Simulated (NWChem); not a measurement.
# UPBE/cc-pVDZ run of BH2O (SMILES [BH]O)

Aim: the electronic atomisation energy of BH2O at UPBE/cc-pVDZ, from 4 runs. 

Program for the calculation: NWChem 7.3.0.

## 1. The structure to begin with

The species is BH2O (4 atoms), meant as a doublet with charge 0. As SMILES, `[BH]O`. Geometry: relaxed at PBE0-D4/def2-TZVP.

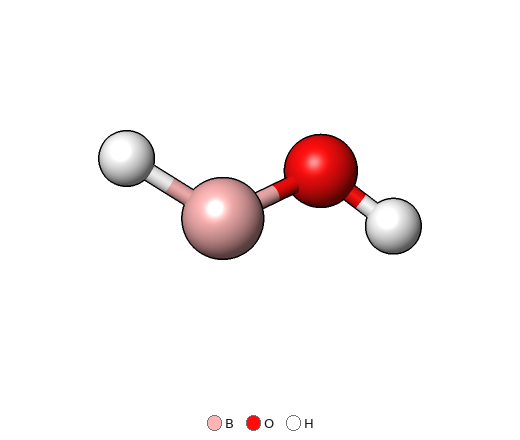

Viewed from a chosen angle; boron pink, oxygen red, hydrogen white.

## 2. The energy at UPBE/cc-pVDZ (run 1)

The input, a.nw:

```
start a
memory 2200 mb
geometry noautosym nocenter noautoz
 B     -0.006100    -0.485500     0.388300
 O      0.119700     0.544500    -0.448600
 H     -1.064200    -1.032400     0.540300
 H      1.006100     0.913200    -0.500300
end
basis spherical bse
 * library cc-pVDZ
end
dft
 xc xpbe96 cpbe96
 mult 2
 grid fine
 convergence energy 1e-08
 maxiter 100
 mulliken
 noprint "final vectors analysis"
end
task dft energy
```

Command:

```console
$ nwchem a.nw > a.out
```

Log, cut to the lines that bear on the results:

```text
[...]
          Wavefunction type:  spin polarized.
          No. of atoms     :     4
          No. of electrons :    15
[...]
          Charge           :     0
          Spin multiplicity:     2
[...]
          AO basis - number of functions:    38
[...]
              XC Information
              --------------
          PerdewBurkeErnzerhof Exchange Functional  1.000
            Perdew 1991 LDA Correlation Functional  1.000 local
           PerdewBurkeErnz. Correlation Functional  1.000 non-local
[...]
 d= 0,ls=0.0,diis     1   -101.0552817746 -1.27D+02  1.74D-02  1.03D-01     0.4
[...]
 d= 0,ls=0.0,diis    10   -101.1104016864 -7.92D-10  1.23D-06  6.17D-09     3.2
[...]
         Total DFT energy =     -101.110401686366
      One electron energy =     -188.650461367219
           Coulomb energy =       74.838651666184
    Exchange-Corr. energy =      -13.240290295409
 Nuclear repulsion energy =       25.941698310077
[...]
      Total Density - Mulliken Population Analysis
     ---------------------------------------------
    Atom       Charge   Shell Charges
 -----------   ------   -------------------------------------------------------
    1 B    5     5.16   2.02  0.62  0.55  1.40  0.45  0.12
    2 O    8     7.99   2.01  0.85  0.75  2.88  1.49  0.01
    3 H    1     1.02   0.73  0.27  0.01
    4 H    1     0.83   0.69  0.06  0.08
[...]
      <S2> =      0.7519 (Exact =     0.7500)
[...]
```

Run time: 4.2 s. Hardware: 1 thread of AMD EPYC 7R13 (Zen 3), shared host; peak memory 0.11 GiB.

## 3. The B atom at the same level (run 2)

The input, b.nw:

```
echo
start b
memory stack 880 mb heap 220 mb global 1100 mb

geometry units angstrom noautosym nocenter noautoz
  B        0.000000       0.000000       0.000000
end

basis spherical bse
  * library cc-pVDZ
end

dft
  xc xpbe96 cpbe96
  mult 2
  grid fine
  convergence energy 1e-08
  iterations 100
  mulliken
  noprint "final vectors analysis"
end

task dft
```

Command:

```console
$ nwchem b.nw > b.out
```

Log, cut to the lines that bear on the results:

```text
[...]
          Wavefunction type:  spin polarized.
          No. of atoms     :     1
          No. of electrons :     5
[...]
          Charge           :     0
          Spin multiplicity:     2
[...]
          AO basis - number of functions:    14
[...]
              XC Information
              --------------
          PerdewBurkeErnzerhof Exchange Functional  1.000
            Perdew 1991 LDA Correlation Functional  1.000 local
           PerdewBurkeErnz. Correlation Functional  1.000 non-local
[...]
 d= 0,ls=0.0,diis     1    -24.5881610618 -2.46D+01  2.73D-02  2.02D-02     0.1
[...]
 d= 0,ls=0.0,diis     6    -24.6072095136 -1.50D-10  6.02D-08  2.10D-13     0.2
[...]
         Total DFT energy =      -24.607209513586
      One electron energy =      -32.387052917510
           Coulomb energy =       11.621204899587
    Exchange-Corr. energy =       -3.841361495662
 Nuclear repulsion energy =        0.000000000000
[...]
      Total Density - Mulliken Population Analysis
     ---------------------------------------------
    Atom       Charge   Shell Charges
 -----------   ------   -------------------------------------------------------
    1 B    5     5.00   2.01  0.92  1.07  0.61  0.39  0.00
     --------------------------------------------
      Spin Density - Mulliken Population Analysis
     --------------------------------------------
    Atom       Charge   Shell Charges
 -----------   ------   -------------------------------------------------------
    1 B    5     1.00   0.00  0.02 -0.02  0.61  0.39 -0.00
[...]
      <S2> =      0.7526 (Exact =     0.7500)
[...]
```

Run time: 1.2 s. Hardware: 1 thread of AMD EPYC 7R13 (Zen 3), shared host; peak memory 0.1 GiB.

## 4. The H atom, same level (run 3)

The input, job.nw:

```
start job
title "H"
memory stack 880 mb heap 220 mb global 1100 mb
charge 0

geometry units angstroms noautosym nocenter noautoz
  H        0.000000       0.000000       0.000000
end

basis spherical bse
  H library cc-pVDZ
end

dft
  xc xpbe96 cpbe96
  mult 2
  grid fine
  convergence energy 1e-08
  iterations 100
  mulliken
  print low
end

task dft
```

Run the same way, it converges to -0.49863 Eh (log not shown).

## 5. The O atom, same level (run 4)

The input, nw.nw:

```
start nw
memory total 2200 mb
charge 0

geometry noautosym nocenter noautoz
   O     0.000000    0.000000    0.000000
end

basis spherical bse
   O library cc-pVDZ
end

dft
   xc xpbe96 cpbe96
   mult 3
   grid fine
   convergence energy 1e-08
   iterations 100
   mulliken
   noprint "final vectors analysis"
end

task dft energy
```

Command:

```console
$ nwchem nw.nw > nw.out
```

Log, cut to the lines that bear on the results:

```text
[...]
          Wavefunction type:  spin polarized.
          No. of atoms     :     1
          No. of electrons :     8
[...]
          Charge           :     0
          Spin multiplicity:     3
[...]
          AO basis - number of functions:    14
[...]
              XC Information
              --------------
          PerdewBurkeErnzerhof Exchange Functional  1.000
            Perdew 1991 LDA Correlation Functional  1.000 local
           PerdewBurkeErnz. Correlation Functional  1.000 non-local
[...]
 d= 0,ls=0.0,diis     1    -74.9606297391 -7.50D+01  1.84D-02  8.23D-02     0.1
[...]
  Singularity in Pulay matrix. Error and Fock matrices removed.
 d= 0,ls=0.0,diis    10    -74.9814165570 -2.03D-08  2.77D-04  5.48D-07     0.3
[...]
  Singularity in Pulay matrix. Error and Fock matrices removed.
 d= 0,ls=0.0,diis    11    -74.9814161362  4.21D-07  7.91D-06  2.96D-09     0.3
[...]
  Singularity in Pulay matrix. Error and Fock matrices removed.
  Singularity in Pulay matrix. Error and Fock matrices removed.
  Singularity in Pulay matrix. Error and Fock matrices removed.
  Singularity in Pulay matrix. Error and Fock matrices removed.
 d= 0,ls=0.0,diis    12    -74.9814161571 -2.09D-08  6.78D-06  7.67D-09     0.4
[...]
 d= 0,ls=0.0,diis    13    -74.9814161498  7.25D-09  4.08D-07  1.78D-08     0.4
[...]
         Total DFT energy =      -74.981416149837
      One electron energy =     -103.271055977455
           Coulomb energy =       36.691269334190
    Exchange-Corr. energy =       -8.401629506572
 Nuclear repulsion energy =        0.000000000000
[...]
      Total Density - Mulliken Population Analysis
     ---------------------------------------------
    Atom       Charge   Shell Charges
 -----------   ------   -------------------------------------------------------
    1 O    8     8.00   2.01  0.92  1.08  2.53  1.47  0.00
     --------------------------------------------
      Spin Density - Mulliken Population Analysis
     --------------------------------------------
    Atom       Charge   Shell Charges
 -----------   ------   -------------------------------------------------------
    1 O    8     2.00   0.00  0.04 -0.04  1.32  0.68  0.00
[...]
      <S2> =      2.0016 (Exact =     2.0000)
[...]
```

It took 1.3 s on 1 thread of AMD EPYC 7R13 (Zen 3), shared host; peak memory 0.1 GiB.

## 6. Overview of the runs

| run | partner | energy (Eh) | ⟨S²⟩ | wall time |
| --- | --- | --- | --- | --- |
| 1 | base | -101.110402 | 0.752 | 4.2 s |
| 2 | atoms | -24.607210 | 0.753 | 1.2 s |
| 3 | atoms | -0.498628 | 0.750 | 1 s |
| 4 | atoms | -74.981416 | 2.002 | 1.3 s |

## 7. Outcome

At UPBE/cc-pVDZ:

```
                     quantity         value
         O atom: total energy  -74.98142 Eh
                 O atom: ⟨S²⟩         2.002
electronic atomisation energy     14.273 eV
```

What this shows: Taking the molecule apart into free atoms costs 14.27 eV (329 kcal/mol), before zero-point energy and without spin-orbit coupling. All runs together took 7.7 s, the longest 4.2 s.
